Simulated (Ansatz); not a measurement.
## A computed series for hypothetical Pm-3n C: pressure series

Start from C (space group Pm-3n, No. 223; a hypothetical phase, not in the database extracts checked).

```yaml
crystal:
  lattice:
    - [3.81776, 0.00000, 0.00000]
    - [0.00000, 3.81776, 0.00000]
    - [0.00000, 0.00000, 3.81776]
  atoms:
    - { symbol: C, position: [0.25000, 0.00000, 0.50000] }
    - { symbol: C, position: [0.75000, 0.00000, 0.50000] }
    - { symbol: C, position: [0.00000, 0.50000, 0.25000] }
    - { symbol: C, position: [0.00000, 0.50000, 0.75000] }
    - { symbol: C, position: [0.50000, 0.25000, 0.00000] }
    - { symbol: C, position: [0.50000, 0.75000, 0.00000] }
    - { symbol: C, position: [0.00000, 0.00000, 0.00000] }
    - { symbol: C, position: [0.50000, 0.50000, 0.50000] }
```

Cell and atoms are relaxed at each pressure.

The values are results of PBEsol (Ansatz, a first-principles code; PAW; 420 eV plane waves; no SOC), not measurements.

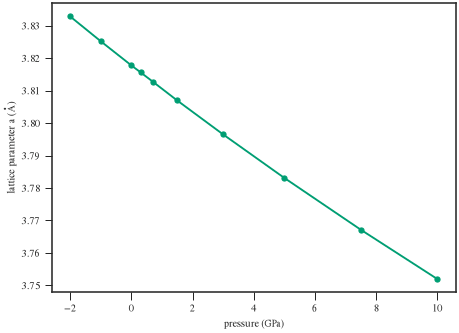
Lattice parameter a against pressure

From the plot, what is the lattice parameter a for pressure 3 GPa?

About 3.797 Å.

Is the trend monotonic over the range shown?

Yes, it falls throughout, spanning 3.752 Å to 3.833 Å.

Load acts through the strain it causes; cell and atoms are relaxed under it. No phonon test of stability was made. No other phases were tried under pressure.
